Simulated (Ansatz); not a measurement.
## Mending a geometry relaxation on CH6FSn

System: CH6FSn, multiplicity 2.
Method of the first run: UKS BHLYP-D4/def2-SVP (Ansatz 0.2.0).

The run did not end well. The input holds or restrains some coordinates. Forces given for the steps count only the free coordinates. Text and figures count atoms from 1; the logs count them from 0 in places.

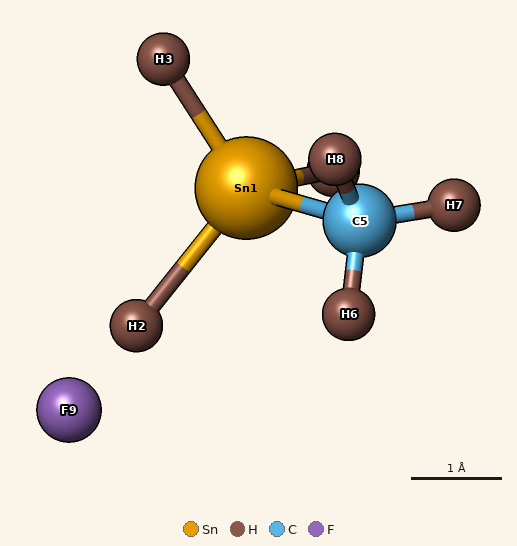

Figure 1. The input geometry (ball-and-stick view, seen at a tilt; atoms are numbered from 1 in the order of the input). Sticks mark near contacts. Bond lengths as drawn: C–H 1.11 Å, C–Sn 2.15 Å and H–Sn 1.74 to 1.99 Å.

Input, the first run:
```yaml
crystal:
  periodic: [false, false, false]
  atoms:
    - { symbol: Sn, position_ang: [0.0, 0.0, 0.0] }
    - { symbol: H, position_ang: [0.0, 0.0, 1.99] }
    - { symbol: H, position_ang: [1.6408, 0.0, -0.5794] }
    - { symbol: H, position_ang: [-0.8195, 1.4198, -0.5794] }
    - { symbol: C, position_ang: [-1.0126, -1.7544, -0.716] }
    - { symbol: H, position_ang: [-1.5123, -2.2661, 0.1329] }
    - { symbol: H, position_ang: [-1.7727, -1.4617, -1.4701] }
    - { symbol: H, position_ang: [-0.2768, -2.4431, -1.1811] }
    - { symbol: F, position_ang: [0.0, 0.0, 3.21] }
magnetization:
  spin_polarized: true
  initial_magnetization: 1
basis:
  gaussian: { orbitals: def2-SVP }
hamiltonian:
  xc: { name: BHLYP }
  dispersion: d4
relax:
  f_tol: 0.15
  max_steps: 25
  restrain:
    - { distance: [1, 8], at: 0.92, k: 30.0 }
    - { distance: [0, 1], at: 2.94, k: 30.0 }
```

Launched with:
```bash
ansatz run input.yaml --threads 2 --pin off --max-ram 3072MiB --backend cpu --events-out ev --progress --plain --runs-dir out
```

Hardware: 2 threads of Intel Xeon @ 2.50GHz (Skylake/Cascade Lake), 32 GiB of memory available, shared host.

Output, shortened to warnings, some set-up lines, iterations and results (the first run):
```
Error: geometry relaxation did not converge after 25 steps: max|allowed force component| = 6.69e-1 eV/Å without the restraints, 8.84e-1 eV/Å with the forces of `relax.restrain` added, the figure compared with `relax.f_tol` (threshold 1.5e-1). Raise `relax.max_steps` over both its present limit and 25, loosen `relax.f_tol`, or start from a geometry closer to equilibrium; or lower a very stiff …
[...]
mean field evaluation 1: about -9668.7919 eV, gradient 3.2e1 eV
mean field evaluation 2: about -9667.7246 eV, gradient 3.8e1 eV
mean field evaluation 4: about -9673.4631 eV, gradient 2.0e0 eV
mean field evaluation 8: about -9673.5211 eV, gradient 2.3e-1 eV
mean field evaluation 16: about -9673.5224 eV, gradient 1.6e-4 eV
[... 22 lines ...]
mean field evaluation 160: about -9674.6648 eV, gradient 3.4e0 eV
relax step  22: F+E_penalty+E_count = -9674.93121709 eV  Δ(F+E_penalty+E_count) = -4.942e-3 eV  max|allowed force component| = 3.734e-1 eV/Å  E_restraint = 0.00012190 eV  …
relax step  23: F+E_penalty+E_count = -9674.93559676 eV  Δ(F+E_penalty+E_count) = -4.380e-3 eV  max|allowed force component| = 4.137e-1 eV/Å  E_restraint = 0.00016573 eV  …
relax step  24: F+E_penalty+E_count = -9674.93750011 eV  Δ(F+E_penalty+E_count) = -1.903e-3 eV  max|allowed force component| = 7.318e-1 eV/Å  E_restraint = 0.00116921 eV  …
relax step  25: F+E_penalty+E_count = -9674.94384444 eV  Δ(F+E_penalty+E_count) = -6.344e-3 eV  max|allowed force component| = 6.686e-1 eV/Å  E_restraint = 0.00087357 eV  …
  distance H 1 - F 8 = 0.9273 Å
  distance Sn 0 - H 1 = 2.9423 Å
[...]
```

What went wrong, and how is the input to be mended?

Answer. The run did not converge: “geometry relaxation did not converge after 25 steps: max|allowed force component| = 6.69e-1 eV/Å without the restraints, 8.84e-1 eV/Å with the forces of `relax.restrain` added, the figure compared with `relax.f_tol` (threshold 1.5e-1). Raise `relax.max_steps` over both its present limit and 25, loosen `relax.f_tol`, or start from a geometry closer to equilibrium …” Its last values are not results.

A run of the same system that converges differs from this input as follows (lines with − go, lines with + come):
```diff
-    - { distance: [1, 8], at: 0.92, k: 30.0 }
-    - { distance: [0, 1], at: 2.94, k: 30.0 }
+    - { distance: [1, 8], at: 2.12, k: 30.0 }
+    - { distance: [0, 1], at: 1.74, k: 30.0 }
```

Output, shortened to warnings, some set-up lines, iterations and results (the second run):
```
[...]
mean field evaluation 1: about -9668.7919 eV, gradient 3.2e1 eV
mean field evaluation 2: about -9667.7246 eV, gradient 3.8e1 eV
mean field evaluation 4: about -9673.4631 eV, gradient 2.0e0 eV
mean field evaluation 8: about -9673.5211 eV, gradient 2.3e-1 eV
mean field evaluation 16: about -9673.5224 eV, gradient 1.6e-4 eV
relax step   1: F+E_penalty+E_count = -9673.68132054 eV  Δ(F+E_penalty+E_count) = +0.000e0 eV  max|allowed force component| = 3.816e0 eV/Å  E_restraint = 13.08750000 eV  …
relax step   2: F+E_penalty+E_count = -9673.00939087 eV  Δ(F+E_penalty+E_count) = +6.719e-1 eV  max|allowed force component| = 9.697e-1 eV/Å  E_restraint = 4.74269102 eV  …
mean field evaluation 32: about -9672.6655 eV, gradient 3.4e-2 eV
relax step   3: F+E_penalty+E_count = -9672.81691721 eV  Δ(F+E_penalty+E_count) = +1.925e-1 eV  max|allowed force component| = 1.115e0 eV/Å  E_restraint = 0.70800139 eV  …
relax step   4: F+E_penalty+E_count = -9672.78933869 eV  Δ(F+E_penalty+E_count) = +2.758e-2 eV  max|allowed force component| = 3.146e-1 eV/Å  E_restraint = 0.00570416 eV  …
relax step   5: F+E_penalty+E_count = -9672.77575150 eV  Δ(F+E_penalty+E_count) = +1.359e-2 eV  max|allowed force component| = 2.032e-1 eV/Å  E_restraint = 0.00173714 eV  …
mean field evaluation 64: about -9672.6443 eV, gradient 1.3e-5 eV
relax step   6: F+E_penalty+E_count = -9672.79159525 eV  Δ(F+E_penalty+E_count) = -2.257e-3 eV  max|allowed force component| = 2.179e-1 eV/Å  E_restraint = 0.00171654 eV  …
mean field evaluation 96: about -9672.6443 eV, gradient 2.1e-4 eV
mean field -9672.64433926 eV, -355.4631231140 hartree, gradient 3.6e-7 eV, S^2 0.752942; 5 other end points of the search recorded, 0 dependent functions left out
the calculation of the forces begins
reference -9672.64450999 eV, -355.4631293881 hartree; 22, 21 occupied and 62, 63 virtual orbitals, 1007 factors
Total energy: -9672.79176598 eV, -355.4685409458 hartree
Atom 0 at     0.003124     0.007859    -0.074414 Å, force     0.007742     0.010731     0.217904 eV/Å
Atom 1 at     0.040330     0.030095     1.657480 Å, force     0.001458    -0.002529    -0.010346 eV/Å
Atom 2 at     1.616325     0.040179    -0.632295 Å, force     0.002271    -0.004842    -0.005966 eV/Å
Atom 3 at    -0.801967     1.418557    -0.599500 Å, force    -0.010821     0.003409     0.002904 eV/Å
Atom 4 at    -1.019416    -1.765755    -0.742928 Å, force    -0.008944    -0.005746    -0.005064 eV/Å
Atom 5 at    -1.536317    -2.229086     0.099127 Å, force    -0.003880    -0.008767    -0.018765 eV/Å
Atom 6 at    -1.751270    -1.513133    -1.512395 Å, force     0.011673     0.009955     0.009831 eV/Å
Atom 7 at    -0.303768    -2.477888    -1.157192 Å, force    -0.000234    -0.003063     0.021595 eV/Å
Atom 8 at    -0.000141    -0.016329     3.769017 Å, force     0.000734     0.000852    -0.212093 eV/Å
Dipole moment:    -0.080067    -0.137619    -0.231384 e Å
```

The two runs side by side:

| quantity | the first run | the second run |
| --- | --- | --- |
| outcome | not converged | converged |
| total energy (hartree) | – | −355.468541 |
| ⟨S²⟩ | – | 0.753 |
| largest force (eV/Å) | – | 0.218 |
| basis functions | – | 84 |
| wall time (shared host) | 2.3 min | 70 s |
